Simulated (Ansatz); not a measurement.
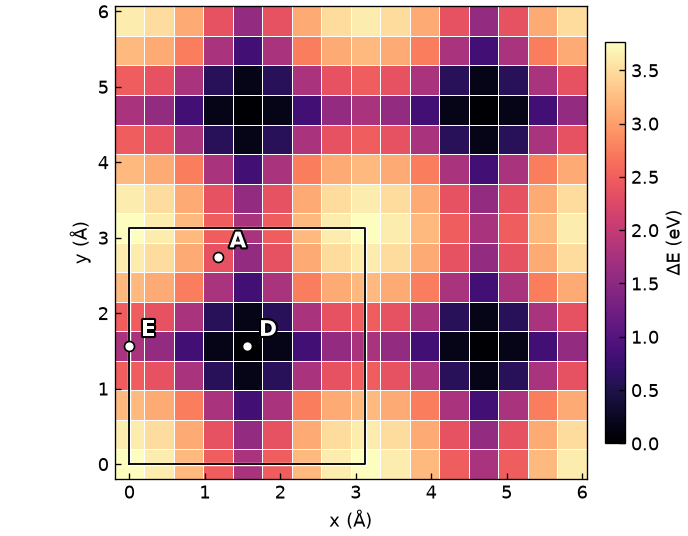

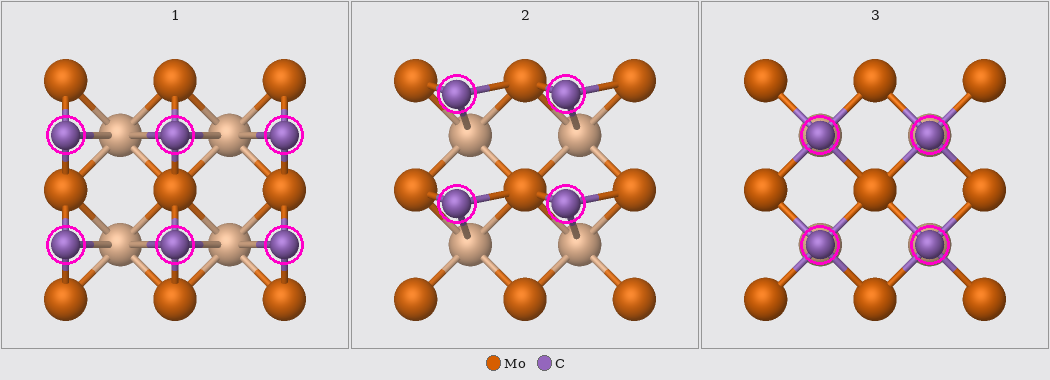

C on a Mo(100) slab cut from the Im-3m phase, its upper half relaxed before the scan (4 atoms of substrate and one adsorbate in a 1 × 1 cell). 
- C is moved over the surface cell; relaxed at each place: the height of the adsorbate's atoms; substrate rigid; the origin of the map has the adsorbate above Mo4.
- Places are given modulo a cell vector. The map is drawn in real space over the plane of the surface.
- The grid has 8 × 8 points; 15 points were computed and 49 follow by symmetry.
- Energies: eV, counted from the lowest grid point.
- With one adsorbate in each 1 × 1 cell, its nearest image is 3.1 Å away, so neighbouring adsorbates interact.
- The calculation used DFT PBEsol, scalar-relativistic, plane waves, PAW in Ansatz. Settings: cutoff 420 eV, k-mesh 9×9×1, gaussian smearing 0.1 eV, no spin polarisation.

In the figure: one coloured cell a grid point, the outline of one cell of the 2 × 2 shown, lettered points. The numbered pictures are the structures at these points, in random order. Rings mark the moved atoms.

### Which structure belongs to which point?

A is structure 2: (3/8, 7/8) of the cell vectors [nearest 1 Mo at 1.78 Å], 2.36 eV; D is structure 3: a fourfold hollow over a second-layer Mo atom, (4/8, 4/8) of the cell vectors, 0.00 eV; E is structure 1: a bridge site between two Mo atoms, (0/8, 4/8) of the cell vectors, 1.77 eV.

PAW datasets: the set soft_1.
